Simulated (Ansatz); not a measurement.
## Geometry relaxation, with input and output: Si5H13Cl (part 1 of 2)

- system: Si5H13Cl
- method: RKS PBE0-D4/def2-SVP (Ansatz 0.2.0)

The input holds or restrains some coordinates. Figures and captions count atoms from 1; the log counts them from 0 in places.

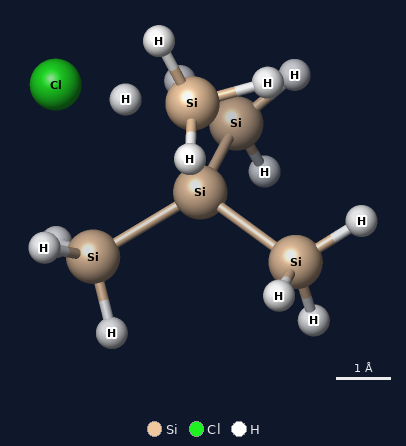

**Figure 1.** The structure as given in the input (ball-and-stick view, seen at a tilt). Bond lengths as drawn: H–Si 1.46 to 1.47 Å and Si–Si 2.35 to 2.37 Å.

### Input
```yaml
crystal:
  periodic: [false, false, false]
  atoms:
    - {symbol: Si, position_ang: [-0.375900, 1.457500, 1.726700]}
    - {symbol: Cl, position_ang: [-3.169300, 0.250200, 0.195600]}
    - {symbol: H, position_ang: [-1.732900, 0.752900, 0.789800]}
    - {symbol: Si, position_ang: [0.146600, -0.221000, -0.243500]}
    - {symbol: Si, position_ang: [-0.279000, 0.950600, -2.231200]}
    - {symbol: Si, position_ang: [2.468200, -0.405700, 0.172000]}
    - {symbol: Si, position_ang: [-1.013400, -2.239100, 0.073100]}
    - {symbol: H, position_ang: [0.607900, 2.436400, 1.249300]}
    - {symbol: H, position_ang: [-1.348800, 2.274300, 2.460400]}
    - {symbol: H, position_ang: [0.300700, 0.676900, 2.767700]}
    - {symbol: H, position_ang: [0.277700, 2.306000, -2.176900]}
    - {symbol: H, position_ang: [-1.683300, 1.062100, -2.604200]}
    - {symbol: H, position_ang: [0.401600, 0.264300, -3.337700]}
    - {symbol: H, position_ang: [3.179800, 0.866700, 0.031500]}
    - {symbol: H, position_ang: [2.770900, -0.913800, 1.512100]}
    - {symbol: H, position_ang: [3.104300, -1.333700, -0.771300]}
    - {symbol: H, position_ang: [-1.986400, -2.502200, -0.982200]}
    - {symbol: H, position_ang: [-1.641100, -2.353900, 1.384300]}
    - {symbol: H, position_ang: [-0.027600, -3.328500, -0.015500]}
basis:
  gaussian: {orbitals: def2-SVP}
hamiltonian: {xc: pbe0, dispersion: d4}
relax: {f_tol: 0.04, max_steps: 150, escape_saddle: false, constraints: [{distance: [0, 3]}, {distance: [1, 2]}, {distance: [0, 1]}, {distance: [2, 3]}]}
```

Hardware: 4 CPU threads, shared host.

Run as:
```bash
ansatz run in.yaml --threads 4 --pin off --events-out ev --progress --plain --max-ram 66560MiB --backend cuda --devices 0, --max-vram 37GiB
```

### Output
```
Functional definition: PBE0
  name "PBE0"
  cite "Adamo & Barone, J. Chem. Phys. 110, 6158 (1999) doi:10.1063/1.478522"
  cite "Perdew, Burke & Ernzerhof, Phys. Rev. Lett. 77, 3865 (1996) doi:10.1103/PhysRevLett.77.3865"
  parent pbe
  parameter a = 0.25
  parameter kappa = 0.804
  parameter beta = 0.06672455060314922
  exchange = (1 - a)*pbe_x(kappa = kappa, mu = beta*pi^2/3) + a*exact_x
  correlation = pbe_c(beta = beta)
1755 factors; integrals over basis functions are off by at most 6.0e-4 eV
mean field evaluation 1: about -52082.2429 eV, gradient 1.8e1 eV
mean field evaluation 2: about -52081.6418 eV, gradient 2.3e1 eV
mean field evaluation 4: about -52083.4019 eV, gradient 1.2e0 eV
mean field evaluation 8: about -52083.4072 eV, gradient 1.6e-2 eV
mean field -52083.40723741 eV, -1914.0299125736 hartree, gradient 2.3e-5 eV, S^2 0.000000; 0 other end points of the search recorded, 0 dependent functions left out
the calculation of the forces begins
reference -52083.40727609 eV, -1914.0299139951 hartree; 50, 50 occupied and 123, 123 virtual orbitals, 1755 factors
relax step   1: F+E_penalty+E_count = -52083.98562111 eV  Δ(F+E_penalty+E_count) = +0.000e0 eV  max|allowed force component| = 8.210e-1 eV/Å  Δτ_max = 0.0000 Å  (25 SCF iters, accepted)
  distance Si 0 - Si 3 held at 2.640465 Å   reaction = +9.0456e-1 eV/Å
  distance Cl 1 - H 2 held at 1.633715 Å   reaction = +2.7402e0 eV/Å
  distance Si 0 - Cl 1 held at 3.406600 Å   reaction = -9.8210e-1 eV/Å
  distance H 2 - Si 3 held at 2.355570 Å   reaction = +4.7444e-1 eV/Å
these checks for a lower state are left out or cut short: starts, cluster_reference, orbital_swaps, neighbouring_geometries, increment
1755 factors; integrals over basis functions are off by at most 6.9e-4 eV
mean field evaluation 16: about -52083.6191 eV, gradient 5.7e0 eV
mean field -52083.70229638 eV, -1914.0407557905 hartree, gradient 1.9e-5 eV, S^2 0.000000; 0 other end points of the search recorded, 0 dependent functions left out
[... from here on the field's lines of each further geometry are left out, up to the last ...]
relax step   2: F+E_penalty+E_count = -52084.28297299 eV  Δ(F+E_penalty+E_count) = -2.974e-1 eV  max|allowed force component| = 2.582e-1 eV/Å  Δτ_max = 0.1955 Å  (28 SCF iters, accepted)
relax step   3: F+E_penalty+E_count = -52084.33540330 eV  Δ(F+E_penalty+E_count) = -5.243e-2 eV  max|allowed force component| = 2.804e-1 eV/Å  Δτ_max = 0.1524 Å  (28 SCF iters, accepted)
relax step   4: F+E_penalty+E_count = -52084.37349079 eV  Δ(F+E_penalty+E_count) = -3.809e-2 eV  max|allowed force component| = 1.093e-1 eV/Å  Δτ_max = 0.1559 Å  (29 SCF iters, accepted)
relax step   5: F+E_penalty+E_count = -52084.40066956 eV  Δ(F+E_penalty+E_count) = -2.718e-2 eV  max|allowed force component| = 1.520e-1 eV/Å  Δτ_max = 0.1894 Å  (28 SCF iters, accepted)
relax step   6: F+E_penalty+E_count = -52084.41248293 eV  Δ(F+E_penalty+E_count) = -1.181e-2 eV  max|allowed force component| = 3.933e-1 eV/Å  Δτ_max = 0.1929 Å  (28 SCF iters, accepted)
relax step   7: F+E_penalty+E_count = -52084.44472148 eV  Δ(F+E_penalty+E_count) = -3.224e-2 eV  max|allowed force component| = 3.373e-1 eV/Å  Δτ_max = 0.1965 Å  (28 SCF iters, accepted)
relax step   8: F+E_penalty+E_count = -52084.48207756 eV  Δ(F+E_penalty+E_count) = -3.736e-2 eV  max|allowed force component| = 1.944e-1 eV/Å  Δτ_max = 0.1995 Å  (28 SCF iters, accepted)
relax step   9: F+E_penalty+E_count = -52084.49319987 eV  Δ(F+E_penalty+E_count) = -1.112e-2 eV  max|allowed force component| = 2.581e-1 eV/Å  Δτ_max = 0.1932 Å  (26 SCF iters, accepted)
relax step  10: F+E_penalty+E_count = -52084.50554958 eV  Δ(F+E_penalty+E_count) = -1.235e-2 eV  max|allowed force component| = 1.478e-1 eV/Å  Δτ_max = 0.0673 Å  (24 SCF iters, accepted)
relax step  11: F+E_penalty+E_count = -52084.51147667 eV  Δ(F+E_penalty+E_count) = -5.927e-3 eV  max|allowed force component| = 3.646e-2 eV/Å  Δτ_max = 0.1237 Å  (28 SCF iters, accepted)
the calculation of the forces begins
reference -52083.94537008 eV, -1914.0496885842 hartree; 50, 50 occupied and 123, 123 virtual orbitals, 1755 factors
relax step  12: F+E_penalty+E_count = -52084.51310198 eV  Δ(F+E_penalty+E_count) = -1.625e-3 eV  max|allowed force component| = 3.570e-2 eV/Å  Δτ_max = 0.0401 Å  (24 SCF iters, accepted)
  distance Si 0 - Si 3 held at 2.640465 Å   reaction = +1.1378e0 eV/Å
  distance Cl 1 - H 2 held at 1.633715 Å   reaction = +3.4805e0 eV/Å
  distance Si 0 - Cl 1 held at 3.406600 Å   reaction = -1.7391e-1 eV/Å
  distance H 2 - Si 3 held at 2.355570 Å   reaction = +3.9427e-1 eV/Å
1755 factors; integrals over basis functions are off by at most 7.4e-4 eV
mean field evaluation 96: about -52083.9443 eV, gradient 5.2e-1 eV
```

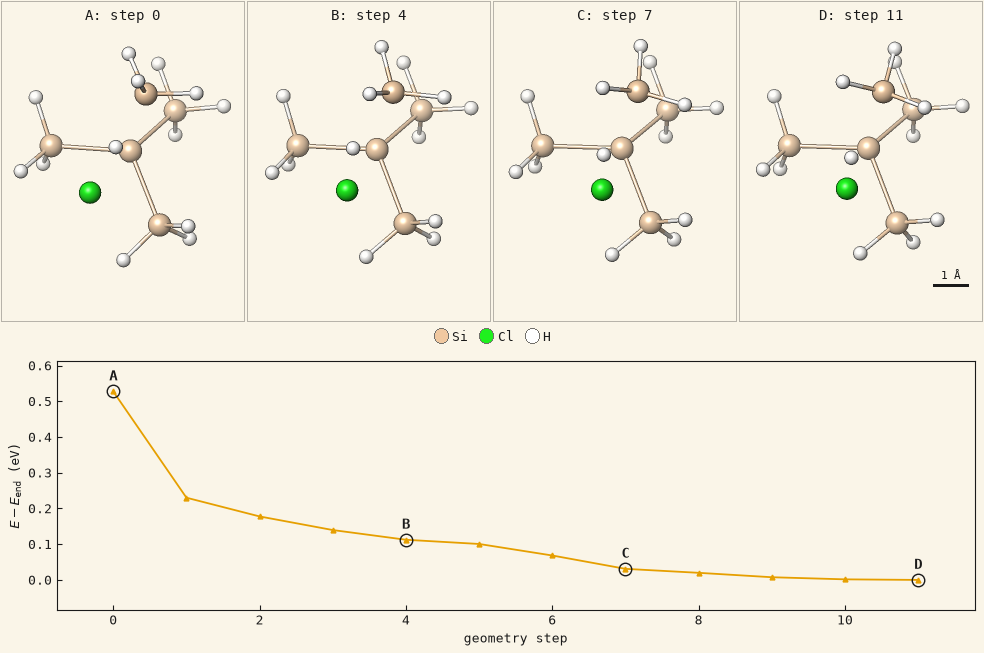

**Figure 2.** Frames of the restrained relaxation (ball-and-stick view, seen at an oblique angle) above the curves, on which the letters mark them (the first geometry is step 0 here and step 1 in the log).

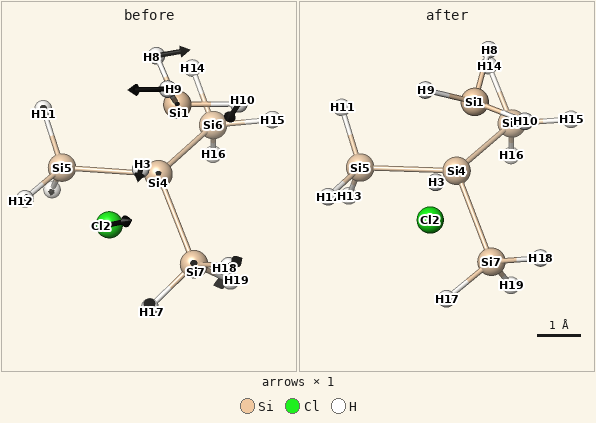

**Figure 3.** Before (left) and after (right) the restrained relaxation, at one scale (ball-and-stick view, seen at an oblique angle). The black arrows give the displacements, at true length. After 11 geometry steps the energy has fallen by 0.527 eV. Largest force component: 0.82 eV/Å at the start, 0.036 eV/Å at the end. The atom that moves furthest after the best rigid fit is H9 (1.12 Å). Largest moves by element: H 1.12 Å, Cl 0.86 Å, Si 0.15 Å. Among the contacts that change: Si5–H12 1.457 → 1.494 Å, Si1–H8 1.468 → 1.498 Å, Si4–Si6 2.366 → 2.344 Å, Si1–H10 1.467 → 1.488 Å. Among the angles that change: H9–Si1–H10 104.3° → 112.8°, Si4–Si5–H12 115.5° → 109.6°, H8–Si1–H9 103.6° → 108.8°. (Atoms are counted from 1 in the order of the input.)

```
mean field -52083.94533059 eV, -1914.0496871330 hartree, gradient 5.6e-5 eV, S^2 0.000000; 1 other end points of the search recorded, 0 dependent functions left out
the calculation of the forces begins
reference -52083.94537008 eV, -1914.0496885842 hartree; 50, 50 occupied and 123, 123 virtual orbitals, 1755 factors
Total energy: -52084.51314147 eV, -1914.0705537978 hartree
Atom 0 at    -0.311594     1.510566     1.702740 Å, force     0.402938    -0.676884    -0.798536 eV/Å
Atom 1 at    -3.400708     0.240072     1.033303 Å, force     3.152072     0.512149    -0.939496 eV/Å
Atom 2 at    -1.848172     0.510568     0.602619 Å, force    -2.961408    -0.673420     0.778735 eV/Å
Atom 3 at     0.236043    -0.174971    -0.254583 Å, force    -0.598999     0.838701     0.979732 eV/Å
Atom 4 at    -0.239303     0.920937    -2.266331 Å, force    -0.002709     0.002848    -0.015184 eV/Å
Atom 5 at     2.533949    -0.387513     0.156539 Å, force     0.017834     0.016181     0.006135 eV/Å
Atom 6 at    -0.873607    -2.228923     0.013065 Å, force    -0.022963    -0.035702     0.000854 eV/Å
Atom 7 at     1.046532     2.122963     1.858536 Å, force     0.003730     0.002180     0.007321 eV/Å
Atom 8 at    -1.288901     2.587856     1.385147 Å, force    -0.006593    -0.006822    -0.018871 eV/Å
Atom 9 at    -0.673252     0.746191     2.926668 Å, force    -0.005051    -0.002074     0.003358 eV/Å
Atom 10 at     0.387676     2.277753    -2.246831 Å, force     0.004533    -0.001602    -0.005245 eV/Å
Atom 11 at    -1.718850     1.057802    -2.423847 Å, force     0.013516    -0.005383     0.015004 eV/Å
Atom 12 at     0.313492     0.140898    -3.415320 Å, force     0.001232    -0.001406    -0.006789 eV/Å
Atom 13 at     3.200240     0.939766    -0.005058 Å, force    -0.001478    -0.000562    -0.000694 eV/Å
Atom 14 at     2.748490    -0.885020     1.549412 Å, force    -0.007304     0.003095    -0.000672 eV/Å
Atom 15 at     3.123411    -1.362752    -0.811447 Å, force    -0.005416     0.000363    -0.000042 eV/Å
Atom 16 at    -2.165612    -2.235452    -0.731355 Å, force     0.024964     0.001839     0.012210 eV/Å
Atom 17 at    -1.092681    -2.486215     1.467456 Å, force     0.007324     0.004216    -0.024143 eV/Å
Atom 18 at     0.022846    -3.294526    -0.540712 Å, force    -0.016222     0.022284     0.006323 eV/Å
Dipole moment:     0.567797     0.027754    -0.134002 e Å
```

### Trajectory as extended XYZ (Å, eV, eV/Å), 12 frames, from step=1 to step=12
```
19
Properties=species:S:1:pos:R:3:forces:R:3 step=1 energy=-52083.98562
Si   -0.3759    1.4575    1.7267    1.2496  -0.4163  -0.2679
Cl   -3.1693    0.2502    0.1956    1.5930   0.6598   0.7457
H    -1.7329    0.7529    0.7898   -1.9026  -1.0128  -1.2335
Si    0.1466   -0.2210   -0.2435   -0.5820   0.6742   0.6932
Si   -0.2790    0.9506   -2.2312    0.0854  -0.1407   0.1010
Si    2.4682   -0.4057    0.1720   -0.2065   0.0882   0.0177
Si   -1.0134   -2.2391    0.0731    0.1329   0.1234  -0.1386
H     0.6079    2.4364    1.2493    0.3828   0.4019  -0.3009
H    -1.3488    2.2743    2.4604   -0.8210   0.0819  -0.0876
H     0.3007    0.6769    2.7677    0.2094  -0.4196   0.4003
H     0.2777    2.3060   -2.1769    0.2856   0.4923   0.2126
H    -1.6833    1.0621   -2.6042   -0.6754  -0.0634   0.0462
H     0.4016    0.2643   -3.3377    0.3457  -0.3665  -0.3092
H     3.1798    0.8667    0.0315    0.0985   0.6192  -0.0927
H     2.7709   -0.9138    1.5121   -0.1019  -0.2111   0.5825
H     3.1043   -1.3337   -0.7713    0.0045  -0.3968  -0.4745
H    -1.9864   -2.5022   -0.9822   -0.4048   0.0623  -0.4842
H    -1.6411   -2.3539    1.3843   -0.2107   0.1277   0.6077
H    -0.0276   -3.3285   -0.0155    0.5174  -0.3036  -0.0174
19
Properties=species:S:1:pos:R:3:forces:R:3 step=2 energy=-52084.28297
Si   -0.2992    1.4368    1.7312    0.7958  -0.1281  -0.1537
Cl   -3.1710    0.3251    0.2746    1.7742   0.5797   0.6554
H    -1.6937    0.7787    0.8044   -2.1517  -1.0676  -1.2730
Si    0.1451   -0.2320   -0.2662   -0.4973   0.7853   0.9057
Si   -0.2732    0.9454   -2.2561    0.0468  -0.0894   0.1522
Si    2.4663   -0.3891    0.1827   -0.2180  -0.0534  -0.1191
Si   -1.0112   -2.2594    0.0582    0.1337   0.1597  -0.0145
H     0.6609    2.4601    1.2300    0.0749   0.1142   0.0220
H    -1.4654    2.1826    2.3331    0.0698  -0.2326  -0.2582
H     0.3342    0.6308    2.8094    0.0182  -0.0423   0.1182
H     0.3067    2.3109   -2.1288    0.0463   0.0935   0.0174
H    -1.7211    1.0244   -2.5608   -0.1227  -0.0194   0.0007
H     0.4423    0.2181   -3.3417    0.0583  -0.0457  -0.1051
H     3.1343    0.9299    0.0259    0.0271   0.1266  -0.0052
H     2.7058   -0.9137    1.5537   -0.0142  -0.0296   0.1138
H     3.0357   -1.3459   -0.8099    0.0441  -0.0522  -0.0584
H    -2.0012   -2.4703   -1.0233   -0.1042  -0.0171  -0.0973
H    -1.6281   -2.3079    1.4054   -0.0423   0.0170   0.1159
H     0.0326   -3.3245   -0.0217    0.0613  -0.0986  -0.0169
19
Properties=species:S:1:pos:R:3:forces:R:3 step=3 energy=-52084.33540
Si   -0.2735    1.4320    1.7354    0.7659  -0.1468  -0.2135
Cl   -3.2197    0.4050    0.3680    2.1184   0.4621   0.4972
H    -1.6881    0.7867    0.7891   -2.5031  -1.0091  -1.1645
Si    0.1529   -0.2326   -0.2695   -0.4665   0.8413   0.9704
Si   -0.2564    0.9365   -2.2589   -0.0012  -0.0222   0.0459
Si    2.4647   -0.4009    0.1590   -0.0690  -0.0420  -0.0481
Si   -0.9940   -2.2591    0.0558    0.0314   0.0314   0.0166
H     0.6756    2.5001    1.2829   -0.0417  -0.0247   0.0656
H    -1.5374    2.1038    2.2243    0.2804  -0.1733  -0.1586
H     0.3221    0.6426    2.8577   -0.0566   0.0338  -0.0200
H     0.3228    2.3091   -2.1210   -0.0257  -0.0189  -0.0139
H    -1.7173    1.0009   -2.5442    0.0192   0.0052  -0.0034
H     0.4613    0.2166   -3.3583   -0.0242   0.0194   0.0041
H     3.1165    0.9359    0.0088    0.0018  -0.0188   0.0129
H     2.6832   -0.9219    1.5432    0.0182   0.0128  -0.0204
H     3.0490   -1.3586   -0.8340    0.0060   0.0345   0.0368
H    -1.9983   -2.4646   -1.0251   -0.0165   0.0005   0.0268
H    -1.6068   -2.2907    1.4142    0.0012  -0.0027  -0.0233
H     0.0433   -3.3407   -0.0276   -0.0379   0.0175  -0.0105
```
